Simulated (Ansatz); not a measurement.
Run report: BSiH₇O₂, molecular dynamics (part 5 of 5)

The same run, continued: BSiH₇O₂; RKS B3LYP-D4/6-31G* (Ansatz 0.2.0). It belongs to a series of runs on one base structure; here: dynamics from the highest image of the converged band.

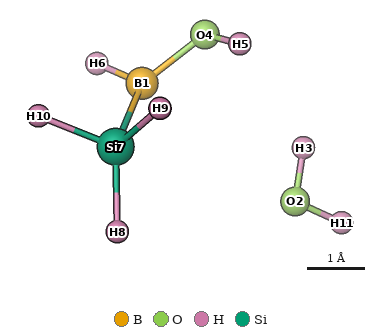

The geometry at step 171 of the log (ball-and-stick view, seen at a tilt; atoms are numbered from 1 in the order of the input).

Trajectory as extended XYZ, continued:
```
11
Properties=species:S:1:pos:R:3:forces:R:3 step=140 time_fs=70.0 energy=-12762.48417 temperature=811.9
B    -0.4750    0.6862   -0.4087    0.3299   1.1532   1.2371
O     0.4220   -0.9559    1.9735   -0.0039   0.7536   0.4719
H     0.3708   -1.4509    1.1612    0.0059  -0.5643  -0.6299
O     0.4183   -0.1273   -1.0144    0.0935  -0.3155  -0.0284
H     1.3262    0.1728   -0.8417   -0.1254  -0.0671  -0.2004
H    -1.6482    0.3759   -0.3745    0.4108   0.0743  -0.3240
Si    0.2041    2.3883    0.7500   -1.0213  -0.7119   0.0346
H    -0.3499    2.1789    2.1363    0.1869   0.0263  -0.2309
H     1.6696    2.6552    0.9055   -0.0256  -0.1821  -0.2138
H    -0.4459    3.6578    0.3024    0.1178   0.0116  -0.1445
H     0.7268   -1.5694    2.6522    0.0313  -0.1780   0.0282
11
Properties=species:S:1:pos:R:3:forces:R:3 step=143 time_fs=71.5 energy=-12762.45964 temperature=790.8
B    -0.4788    0.6834   -0.4253   -0.2560   1.4820   1.3126
O     0.4270   -0.9694    1.9913    0.1892  -0.1708   0.2826
H     0.4217   -1.4396    1.1428    0.0493  -0.1519   0.1658
O     0.4138   -0.1242   -1.0214    0.5655  -0.3912   0.0300
H     1.3097    0.1750   -0.7766   -0.1913  -0.2171  -0.3579
H    -1.6716    0.4172   -0.4628    0.6094   0.0646  -0.2298
Si    0.2042    2.3935    0.7538   -1.1459  -0.8308  -0.0169
H    -0.3438    2.2169    2.1565    0.2563   0.0501  -0.3782
H     1.6673    2.6654    0.8574    0.0767  -0.1981  -0.1196
H    -0.4307    3.6511    0.2589    0.0599   0.0279  -0.1004
H     0.7267   -1.6148    2.6677   -0.2130   0.3351  -0.5882
11
Properties=species:S:1:pos:R:3:forces:R:3 step=146 time_fs=73.0 energy=-12762.41643 temperature=754.0
B    -0.4830    0.6837   -0.4392   -0.6114   1.7028   1.2421
O     0.4323   -0.9830    2.0094    0.2691  -0.6969  -0.4245
H     0.4735   -1.4315    1.1279   -0.0109   0.2464   0.9671
O     0.4101   -0.1217   -1.0285    0.8224  -0.4126   0.1473
H     1.2893    0.1726   -0.7191   -0.1353  -0.3164  -0.4839
H    -1.6822    0.4599   -0.5559    0.6630   0.0364  -0.1015
Si    0.2034    2.3980    0.7575   -1.1643  -0.8690  -0.1923
H    -0.3322    2.2560    2.1687    0.2697   0.0569  -0.3963
H     1.6666    2.6714    0.8066    0.1260  -0.2220  -0.0323
H    -0.4143    3.6449    0.2134    0.0141   0.0099  -0.0382
H     0.7224   -1.6536    2.6714   -0.2425   0.4643  -0.6874
11
Properties=species:S:1:pos:R:3:forces:R:3 step=149 time_fs=74.5 energy=-12762.39675 temperature=736.9
B    -0.4885    0.6873   -0.4507   -0.6575   1.7779   1.0417
O     0.4380   -0.9976    2.0269    0.1817  -0.4227  -0.9404
H     0.5250   -1.4188    1.1326   -0.1063   0.3133   1.0309
O     0.4074   -0.1197   -1.0353    0.7494  -0.3797   0.2793
H     1.2662    0.1636   -0.6719    0.0985  -0.3334  -0.5145
H    -1.6787    0.5033   -0.6513    0.5546   0.0016   0.0312
Si    0.2016    2.4018    0.7611   -1.0570  -0.8406  -0.5040
H    -0.3150    2.2962    2.1726    0.2272   0.0513  -0.2791
H     1.6685    2.6725    0.7551    0.0979  -0.2562   0.0487
H    -0.3975    3.6389    0.1670   -0.0180  -0.0354   0.0414
H     0.7133   -1.6833    2.6612   -0.0703   0.1240  -0.2352
11
Properties=species:S:1:pos:R:3:forces:R:3 step=151 time_fs=75.5 energy=-12762.38899 temperature=730.0
B    -0.4929    0.6917   -0.4571   -0.5228   1.7424   0.8579
O     0.4419   -1.0076    2.0380    0.0425   0.0777  -0.9343
H     0.5582   -1.4066    1.1480   -0.1227   0.1736   0.5909
O     0.4062   -0.1186   -1.0396    0.5616  -0.3161   0.3704
H     1.2517    0.1535   -0.6466    0.2975  -0.3133  -0.4820
H    -1.6696    0.5323   -0.7146    0.4107  -0.0177   0.1083
Si    0.2000    2.4040    0.7633   -0.9268  -0.8020  -0.7744
H    -0.3007    2.3237    2.1717    0.1744   0.0445  -0.1390
H     1.6710    2.6703    0.7213    0.0416  -0.2823   0.1008
H    -0.3865    3.6345    0.1365   -0.0342  -0.0708   0.1004
H     0.7060   -1.7010    2.6510    0.0782  -0.2360   0.2011
11
Properties=species:S:1:pos:R:3:forces:R:3 step=154 time_fs=77.0 energy=-12762.35505 temperature=701.0
B    -0.5002    0.7012   -0.4654   -0.1485   1.5777   0.5481
O     0.4478   -1.0224    2.0535   -0.1573   0.6958  -0.2382
H     0.6061   -1.3859    1.1793   -0.0216  -0.1647  -0.4789
O     0.4050   -0.1174   -1.0457    0.2419  -0.1413   0.5440
H     1.2357    0.1329   -0.6171    0.5018  -0.2807  -0.4153
H    -1.6492    0.5755   -0.8075    0.1532  -0.0314   0.1997
Si    0.1971    2.4068    0.7661   -0.6898  -0.7460  -1.2154
H    -0.2763    2.3657    2.1683    0.0794   0.0357   0.1124
H     1.6752    2.6617    0.6725   -0.0692  -0.3186   0.1763
H    -0.3706    3.6266    0.0927   -0.0563  -0.1128   0.1873
H     0.6968   -1.7326    2.6400    0.1666  -0.5137   0.5801
11
Properties=species:S:1:pos:R:3:forces:R:3 step=157 time_fs=78.5 energy=-12762.31548 temperature=667.2
B    -0.5079    0.7138   -0.4726    0.2929   1.3179   0.2309
O     0.4535   -1.0364    2.0688   -0.1316   0.4645   0.5466
H     0.6535   -1.3685    1.2013    0.0866  -0.2962  -1.0137
O     0.4041   -0.1164   -1.0510    0.0464   0.1115   0.7961
H     1.2301    0.1063   -0.5966    0.4600  -0.2717  -0.4079
H    -1.6253    0.6181   -0.8962   -0.0531  -0.0238   0.2782
Si    0.1936    2.4090    0.7679   -0.4736  -0.7223  -1.5844
H    -0.2502    2.4084    2.1673   -0.0007   0.0310   0.3153
H     1.6780    2.6464    0.6275   -0.1679  -0.3411   0.2447
H    -0.3560    3.6163    0.0529   -0.0810  -0.1219   0.2583
H     0.6908   -1.7741    2.6405    0.0220  -0.1478   0.3358
11
Properties=species:S:1:pos:R:3:forces:R:3 step=160 time_fs=80.0 energy=-12762.28904 temperature=644.2
B    -0.5149    0.7291   -0.4794    0.6656   1.0116  -0.0801
O     0.4591   -1.0499    2.0847    0.1869  -0.3647   0.3380
H     0.7023   -1.3567    1.2035   -0.0619  -0.0547  -0.3160
O     0.4033   -0.1152   -1.0553   -0.0257   0.3690   1.0751
H     1.2341    0.0738   -0.5851    0.2246  -0.2548  -0.4551
H    -1.6024    0.6601   -0.9788   -0.1276  -0.0028   0.3774
Si    0.1897    2.4106    0.7685   -0.3407  -0.7410  -1.7515
H    -0.2241    2.4518    2.1729   -0.0353   0.0225   0.3595
H     1.6772    2.6237    0.5877   -0.2155  -0.3412   0.2987
H    -0.3431    3.6035    0.0186   -0.1108  -0.0860   0.3004
H     0.6851   -1.8185    2.6479   -0.1597   0.4420  -0.1464
11
Properties=species:S:1:pos:R:3:forces:R:3 step=163 time_fs=81.5 energy=-12762.24952 temperature=610.4
B    -0.5207    0.7464   -0.4863    0.9263   0.7004  -0.3699
O     0.4649   -1.0638    2.1010    0.5100  -0.8495  -0.4434
H     0.7495   -1.3462    1.1994   -0.3540   0.2036   0.6941
O     0.4025   -0.1135   -1.0581   -0.1262   0.5573   1.2546
H     1.2430    0.0359   -0.5832   -0.0073  -0.1836  -0.4599
H    -1.5820    0.7021   -1.0532   -0.0800   0.0163   0.5083
Si    0.1855    2.4117    0.7678   -0.3073  -0.7869  -1.6664
H    -0.1986    2.4957    2.1858   -0.0230  -0.0046   0.2090
H     1.6719    2.5937    0.5543   -0.1935  -0.3156   0.3318
H    -0.3326    3.5889   -0.0092   -0.1428  -0.0066   0.3075
H     0.6763   -1.8539    2.6525   -0.2021   0.6692  -0.3658
11
Properties=species:S:1:pos:R:3:forces:R:3 step=166 time_fs=83.0 energy=-12762.21986 temperature=585.0
B    -0.5246    0.7652   -0.4939    1.1140   0.4140  -0.5966
O     0.4713   -1.0787    2.1168    0.5321  -0.5550  -0.9547
H     0.7894   -1.3316    1.2092   -0.4869   0.2294   1.0323
O     0.4014   -0.1110   -1.0592   -0.3643   0.6569   1.2523
H     1.2519   -0.0059   -0.5911   -0.0913  -0.0583  -0.3522
H    -1.5632    0.7445   -1.1167    0.0086   0.0210   0.6379
Si    0.1811    2.4121    0.7658   -0.3448  -0.8338  -1.3960
H    -0.1736    2.5394    2.2031    0.0081  -0.0589  -0.0654
H     1.6626    2.5570    0.5281   -0.1062  -0.2665   0.3407
H    -0.3251    3.5742   -0.0305   -0.1690   0.1007   0.2838
H     0.6634   -1.8758    2.6500   -0.1004   0.3504  -0.1819
11
Properties=species:S:1:pos:R:3:forces:R:3 step=169 time_fs=84.5 energy=-12762.20528 temperature=572.2
B    -0.5262    0.7847   -0.5027    1.2810   0.1705  -0.7057
O     0.4785   -1.0944    2.1313    0.1900   0.2683  -0.7658
H     0.8193   -1.3125    1.2396   -0.2964   0.0403   0.4561
O     0.3999   -0.1077   -1.0586   -0.6989   0.6923   1.0913
H     1.2591   -0.0489   -0.6064   -0.0385   0.0814  -0.1573
H    -1.5444    0.7872   -1.1665    0.0538   0.0084   0.7118
Si    0.1765    2.4119    0.7627   -0.4042  -0.8571  -1.0749
H    -0.1485    2.5818    2.2190    0.0251  -0.1335  -0.3410
H     1.6510    2.5145    0.5091    0.0201  -0.1999   0.3269
H    -0.3213    3.5616   -0.0457   -0.1775   0.2090   0.2431
H     0.6484   -1.8907    2.6439    0.0455  -0.2797   0.2156
11
Properties=species:S:1:pos:R:3:forces:R:3 step=171 time_fs=85.5 energy=-12762.18683 temperature=556.4
B    -0.5259    0.7980   -0.5094    1.3918   0.0377  -0.6938
O     0.4834   -1.1047    2.1404   -0.1577   0.7397  -0.1821
H     0.8354   -1.2990    1.2662   -0.0033  -0.1422  -0.2834
O     0.3984   -0.1050   -1.0574   -0.8943   0.6924   0.9443
H     1.2633   -0.0768   -0.6188    0.0048   0.1646  -0.0264
H    -1.5312    0.8158   -1.1914    0.0358  -0.0074   0.7087
Si    0.1732    2.4114    0.7602   -0.4307  -0.8503  -0.8962
H    -0.1314    2.6086    2.2258    0.0187  -0.1866  -0.4731
H     1.6433    2.4838    0.5004    0.1045  -0.1494   0.3083
H    -0.3209    3.5556   -0.0529   -0.1674   0.2661   0.2161
H     0.6387   -1.9031    2.6418    0.0978  -0.5646   0.3776
11
Properties=species:S:1:pos:R:3:forces:R:3 step=174 time_fs=87.0 energy=-12762.15842 temperature=532.3
B    -0.5231    0.8179   -0.5205    1.5449  -0.1116  -0.5453
O     0.4906   -1.1193    2.1539   -0.5154   0.7855   0.7882
H     0.8604   -1.2817    1.2991    0.3746  -0.3317  -1.0858
O     0.3951   -0.1001   -1.0546   -1.0190   0.6534   0.7342
H     1.2697   -0.1155   -0.6375   -0.0276   0.2722   0.1051
H    -1.5111    0.8586   -1.2160   -0.0663  -0.0370   0.6161
Si    0.1680    2.4101    0.7558   -0.4171  -0.7998  -0.7445
H    -0.1056    2.6453    2.2275   -0.0205  -0.2579  -0.5491
H     1.6339    2.4351    0.4928    0.1949  -0.0680   0.2737
H    -0.3231    3.5515   -0.0599   -0.1235   0.3097   0.1885
H     0.6259   -1.9314    2.6451    0.0751  -0.4149   0.2189
11
Properties=species:S:1:pos:R:3:forces:R:3 step=177 time_fs=88.5 energy=-12762.16054 temperature=533.8
B    -0.5172    0.8376   -0.5326    1.6335  -0.1974  -0.2770
O     0.4972   -1.1330    2.1684   -0.3022   0.1905   0.7325
H     0.8926   -1.2711    1.3109    0.2122  -0.3050  -0.5854
O     0.3904   -0.0943   -1.0507   -0.9238   0.5509   0.5513
H     1.2753   -0.1483   -0.6541   -0.1813   0.3713   0.1525
H    -1.4924    0.9005   -1.2276   -0.2220  -0.0679   0.4428
Si    0.1625    2.4082    0.7509   -0.3115  -0.7053  -0.7609
H    -0.0802    2.6765    2.2176   -0.0899  -0.3069  -0.4619
H     1.6286    2.3849    0.4911    0.2105   0.0192   0.2393
H    -0.3280    3.5539   -0.0627   -0.0471   0.2932   0.1819
H     0.6146   -1.9680    2.6526    0.0216   0.1575  -0.2152
11
Properties=species:S:1:pos:R:3:forces:R:3 step=180 time_fs=90.0 energy=-12762.15486 temperature=528.9
B    -0.5081    0.8569   -0.5454    1.5726  -0.2189   0.0247
O     0.5033   -1.1463    2.1838    0.2014  -0.2722  -0.1110
H     0.9287   -1.2671    1.3111   -0.2878  -0.2008   0.5326
O     0.3845   -0.0878   -1.0461   -0.7490   0.3906   0.3495
H     1.2770   -0.1731   -0.6675   -0.3120   0.4553   0.1799
H    -1.4786    0.9410   -1.2296   -0.3510  -0.0991   0.2555
Si    0.1568    2.4058    0.7454   -0.1101  -0.5846  -0.9241
H    -0.0569    2.7011    2.1979   -0.1775  -0.3265  -0.2283
H     1.6276    2.3352    0.4946    0.1475   0.1128   0.2097
H    -0.3339    3.5626   -0.0616    0.0494   0.2255   0.1897
H     0.6039   -2.0016    2.6559    0.0166   0.5180  -0.4782
11
Properties=species:S:1:pos:R:3:forces:R:3 step=183 time_fs=91.5 energy=-12762.14405 temperature=519.8
B    -0.4958    0.8758   -0.5581    1.2759  -0.1740   0.2634
O     0.5098   -1.1600    2.1991    0.4506  -0.1905  -0.7178
H     0.9591   -1.2674    1.3218   -0.5616  -0.1383   1.0523
O     0.3776   -0.0808   -1.0410   -0.6420   0.2024   0.0936
H     1.2723   -0.1882   -0.6770   -0.2760   0.4949   0.2440
H    -1.4720    0.9793   -1.2260   -0.3635  -0.1359   0.1299
Si    0.1509    2.4029    0.7391    0.1565  -0.4548  -1.1525
H    -0.0373    2.7187    2.1735   -0.2678  -0.3217   0.0894
H     1.6298    2.2879    0.5026    0.0377   0.2107   0.1835
H    -0.3386    3.5760   -0.0564    0.1471   0.1319   0.1965
H     0.5936   -2.0248    2.6494    0.0431   0.3753  -0.3824
11
Properties=species:S:1:pos:R:3:forces:R:3 step=186 time_fs=93.0 energy=-12762.15171 temperature=526.1
B    -0.4810    0.8944   -0.5703    0.7233  -0.0632   0.3951
O     0.5167   -1.1739    2.2135    0.2521   0.2989  -0.6131
H     0.9781   -1.2708    1.3535   -0.3642  -0.1133   0.6027
O     0.3698   -0.0735   -1.0358   -0.6038   0.0020  -0.1931
H     1.2619   -0.1928   -0.6811   -0.0799   0.4773   0.3380
H    -1.4731    1.0147   -1.2195   -0.2273  -0.1830   0.0941
Si    0.1452    2.3997    0.7320    0.4379  -0.3154  -1.3145
H    -0.0235    2.7294    2.1510   -0.3443  -0.3137   0.3798
H     1.6328    2.2452    0.5145   -0.0712   0.3052   0.1573
H    -0.3403    3.5924   -0.0470    0.2281   0.0420   0.1874
H     0.5842   -2.0406    2.6351    0.0495  -0.1368  -0.0338
11
Properties=species:S:1:pos:R:3:forces:R:3 step=189 time_fs=94.5 energy=-12762.14163 temperature=517.5
B    -0.4648    0.9128   -0.5817    0.0019   0.0946   0.4472
O     0.5240   -1.1874    2.2272   -0.2793   0.6659   0.2189
H     0.9899   -1.2766    1.3970    0.2224  -0.1063  -0.5192
O     0.3612   -0.0662   -1.0309   -0.4808  -0.2227  -0.4345
H     1.2498   -0.1871   -0.6780    0.1052   0.4269   0.3958
H    -1.4789    1.0461   -1.2109   -0.0037  -0.2337   0.1087
Si    0.1399    2.3962    0.7238    0.6874  -0.1493  -1.2752
H    -0.0171    2.7333    2.1364   -0.3951  -0.3320   0.5173
H     1.6343    2.2090    0.5298   -0.1395   0.3855   0.1294
H    -0.3371    3.6096   -0.0336    0.2804  -0.0200   0.1555
H     0.5758   -2.0591    2.6200    0.0011  -0.5087   0.2562
11
Properties=species:S:1:pos:R:3:forces:R:3 step=191 time_fs=95.5 energy=-12762.12663 temperature=504.9
B    -0.4539    0.9252   -0.5888   -0.4968   0.2041   0.4628
O     0.5287   -1.1959    2.2364   -0.5513   0.5715   0.7680
H     0.9996   -1.2818    1.4215    0.5491  -0.0904  -1.0916
O     0.3550   -0.0615   -1.0279   -0.2713  -0.3891  -0.5286
H     1.2427   -0.1781   -0.6713    0.1262   0.3926   0.3783
H    -1.4831    1.0644   -1.2039    0.1390  -0.2613   0.1137
Si    0.1366    2.3938    0.7178    0.8219  -0.0170  -1.1030
H    -0.0175    2.7319    2.1327   -0.4129  -0.3670   0.4885
H     1.6337    2.1893    0.5416   -0.1516   0.4258   0.1102
H    -0.3316    3.6210   -0.0228    0.2971  -0.0393   0.1224
H     0.5702   -2.0770    2.6126   -0.0494  -0.4299   0.2793
11
Properties=species:S:1:pos:R:3:forces:R:3 step=194 time_fs=97.0 energy=-12762.13050 temperature=508.0
B    -0.4384    0.9441   -0.5986   -1.1556   0.3243   0.4752
O     0.5352   -1.2081    2.2510   -0.3562  -0.0159   0.6677
H     1.0237   -1.2910    1.4392    0.4108  -0.0126  -0.8161
O     0.3456   -0.0549   -1.0240    0.2144  -0.6262  -0.5460
H     1.2340   -0.1577   -0.6547   -0.0113   0.3421   0.2608
H    -1.4867    1.0870   -1.1914    0.2697  -0.2803   0.0794
Si    0.1322    2.3902    0.7082    0.9704   0.2084  -0.6570
H    -0.0255    2.7231    2.1355   -0.4192  -0.4449   0.2872
H     1.6302    2.1676    0.5612   -0.1178   0.4611   0.0829
H    -0.3181    3.6373   -0.0045    0.2959  -0.0341   0.0611
H     0.5609   -2.1104    2.6061   -0.1010   0.0780   0.1050
11
Properties=species:S:1:pos:R:3:forces:R:3 step=197 time_fs=98.5 energy=-12762.13271 temperature=509.8
B    -0.4253    0.9637   -0.6076   -1.6072   0.3256   0.4627
O     0.5412   -1.2204    2.2665    0.3005  -0.5707  -0.2520
H     1.0558   -1.3004    1.4407   -0.2405   0.0804   0.2843
O     0.3365   -0.0491   -1.0208    0.7026  -0.7621  -0.4515
H     1.2250   -0.1300   -0.6325   -0.1947   0.2648   0.0959
H    -1.4847    1.1036   -1.1773    0.2529  -0.2633  -0.0176
Si    0.1285    2.3868    0.6980    1.0622   0.4470  -0.0966
H    -0.0425    2.7048    2.1443   -0.4081  -0.5233  -0.0086
H     1.6242    2.1558    0.5826   -0.0343   0.4634   0.0607
H    -0.2983    3.6530    0.0151    0.2683   0.0020  -0.0028
H     0.5496   -2.1422    2.6018   -0.1017   0.5362  -0.0744
11
Properties=species:S:1:pos:R:3:forces:R:3 step=200 time_fs=100.0 energy=-12762.12212 temperature=501.1
B    -0.4154    0.9839   -0.6156   -1.8070   0.1587   0.3960
O     0.5476   -1.2333    2.2816    0.7061  -0.6267  -0.9070
H     1.0831   -1.3082    1.4476   -0.6566   0.1180   0.9465
O     0.3283   -0.0444   -1.0183    0.9657  -0.7242  -0.3121
H     1.2121   -0.0966   -0.6082   -0.2339   0.1395  -0.0296
H    -1.4775    1.1147   -1.1636    0.0897  -0.2108  -0.1619
Si    0.1257    2.3837    0.6878    1.1161   0.6810   0.4420
H    -0.0682    2.6752    2.1529   -0.3880  -0.5695  -0.2833
H     1.6176    2.1538    0.6054    0.0715   0.4344   0.0469
H    -0.2728    3.6687    0.0347    0.2230   0.0477  -0.0548
H     0.5360   -2.1632    2.5962   -0.0865   0.5518  -0.0826
```

This output came from the following input.

Input file:
```yaml
crystal:
  periodic: [false, false, false]
  atoms:
    - { symbol: B, position_ang: [-0.266983, 0.149423, 0.162064] }
    - { symbol: O, position_ang: [0.295505, -0.661395, 1.439081] }
    - { symbol: H, position_ang: [-0.453252, -1.055161, 1.923522] }
    - { symbol: O, position_ang: [0.455546, -0.051314, -0.993973] }
    - { symbol: H, position_ang: [1.410817, -0.090608, -0.842156] }
    - { symbol: H, position_ang: [-1.458459, 0.104796, 0.088809] }
    - { symbol: Si, position_ang: [0.211526, 2.310823, 0.84802] }
    - { symbol: H, position_ang: [-0.130227, 2.955991, 2.15578] }
    - { symbol: H, position_ang: [1.629901, 2.664972, 0.539232] }
    - { symbol: H, position_ang: [-0.649648, 2.95853, -0.178716] }
    - { symbol: H, position_ang: [0.279073, 0.516744, 1.561136] }
basis:
  gaussian: { orbitals: "6-31G*" }
hamiltonian:
  xc: b3lyp
  dispersion: d4
md:
  timestep: 0.5
  n_steps: 200
  ensemble: nve
  temperature: 100.0
  initial_velocities: maxwell_boltzmann
  seed: 9996
```

Run as:
```bash
ansatz run input.yaml --threads 2 --pin off --max-ram 3072MiB --backend cpu --events-out ev --progress --plain --runs-dir out
```

Results in brief:

```json
{"quantity": "outcome", "value": "finished"}
{"quantity": "mean temperature over the second half", "value": "631 K"}
{"quantity": "trajectory", "value": "200 steps, 100 fs"}
{"quantity": "ensemble", "value": "nve"}
{"quantity": "temperature in the input", "value": "100.0 K"}
{"quantity": "time step", "value": "0.5 fs"}
{"quantity": "potential energy (last step)", "value": "−12762.1224 eV"}
{"quantity": "mean-field energy (last step)", "value": "−12761.8867 eV"}
{"quantity": "largest force (length of the vector) (last step)", "value": "1.857 eV/Å"}
{"quantity": "hardware", "value": "2 threads of Arm Neoverse V2, 24 GiB of memory available, shared host"}
{"quantity": "wall time", "value": "5.1 min (CPU time 9.9 min)"}
{"quantity": "peak memory", "value": "0.15 GiB"}
```

So short a trajectory is not equilibrated.
